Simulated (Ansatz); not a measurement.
**C$_{3}$H$_{9}$NSi: density, localisation and related maps**

The calculation's input:

```
crystal:
  periodic: [false, false, false]
  atoms:
    - {symbol: C, position_ang: [0.635022, -0.462910, 1.365710]}
    - {symbol: C, position_ang: [1.504708, 0.582451, 0.755644]}
    - {symbol: C, position_ang: [0.114902, 0.974190, 1.250418]}
    - {symbol: N, position_ang: [1.006660, -1.067970, 2.612548]}
    - {symbol: Si, position_ang: [-1.248781, 1.429134, 0.058795]}
    - {symbol: H, position_ang: [1.539855, -0.417824, 3.189244]}
    - {symbol: H, position_ang: [0.176904, -1.324199, 3.148833]}
    - {symbol: H, position_ang: [0.194312, -1.187017, 0.669354]}
    - {symbol: H, position_ang: [1.694565, 0.550804, -0.321798]}
    - {symbol: H, position_ang: [2.361725, 0.932123, 1.340701]}
    - {symbol: H, position_ang: [0.112365, 1.518510, 2.203316]}
    - {symbol: H, position_ang: [-1.149196, 0.540173, -1.138640]}
    - {symbol: H, position_ang: [-2.593923, 1.240099, 0.681943]}
    - {symbol: H, position_ang: [-1.145470, 2.848230, -0.398494]}
basis:
  gaussian:
    orbitals: def2-SVPD
hamiltonian:
  xc: pbe0
output:
  forces: true
  orbitals: {seedname: orbitals}
```

Command:

```sh
ansatz run input.yaml --threads 2 --pin off --max-ram 5220MiB --events-out events.jsonl --progress --plain --runs-dir runs
```

Geometry: B3LYP-D3(BJ)/def2-SVP.

Theory: isolated molecule in a Gaussian basis; Kohn-Sham density functional theory, functional PBE0 (Ansatz 0.2.0).

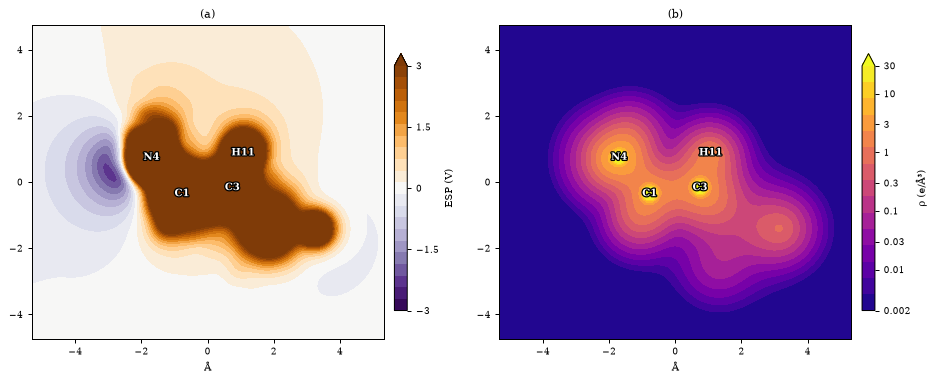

Figure 1. (a) electrostatic potential; (b) total electron density on the plane of atoms C3, C1 and N4.

Interpret the plot.

Answer. The section cuts through C, N and H sites. C–N (1.43 Å): ρ is about 2 e/Å³ halfway. C–C (1.53 Å): ρ at the midpoint is about 1.5 e/Å³. C–H (1.10 Å): ρ is about 1.9 e/Å³ halfway. Outside the dense part of the molecule the potential is most negative (−2.3 V) near N4.

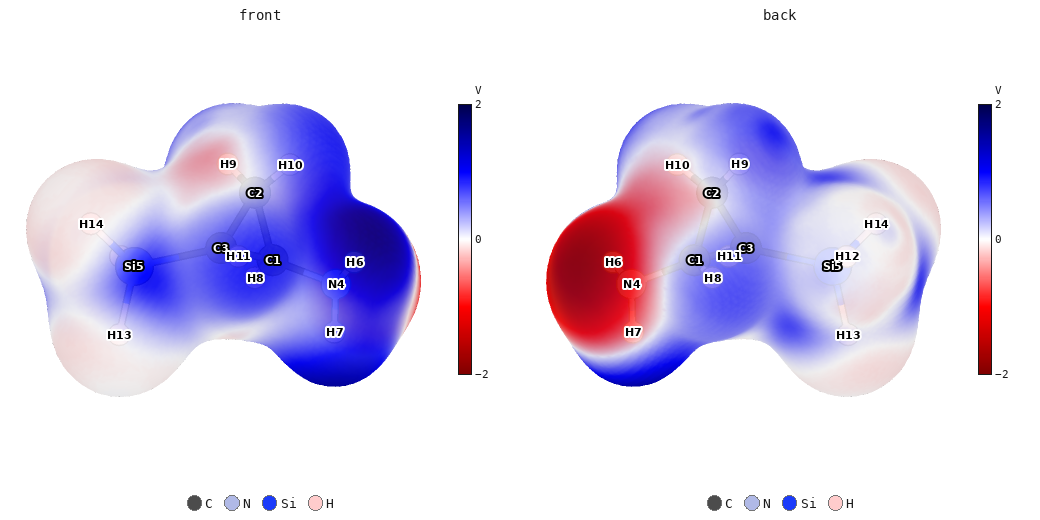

Figure 2. The electrostatic potential painted on the density surface at 0.002 e/bohr³, seen from the front and from behind; red is negative and blue positive.

Which sites attract a positive test charge, and which a negative one?

Answer. A positive charge is drawn to the negative regions and a negative charge to the positive ones. The most negative region (about −1.7 V, or −39 kcal/mol for a unit charge) lies over N4, the most positive (about +1.6 V, or +37 kcal/mol for a unit charge) over H6. N4 is the likeliest acceptor of a hydrogen bond.

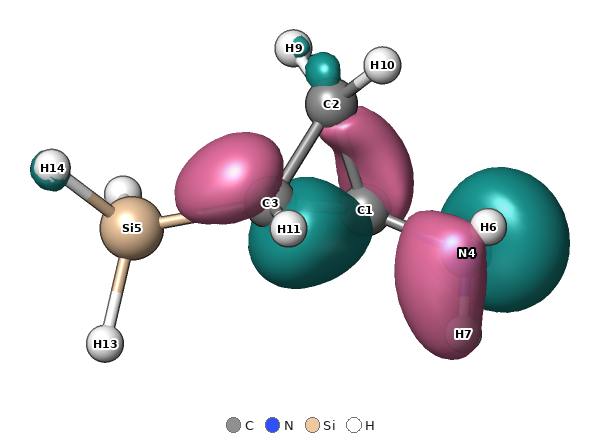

Figure 3. The HOMO at ±0.15 Å⁻³ᐟ² (teal and pink are the two phases), seen across its widest extent.

Where does this orbital lie, and at what energy?

Answer. By Hirshfeld shares it lies mainly on N4 (about 45 %), C3 (about 15 %) and C1 (about 15 %). Its energy is −6.69 eV.
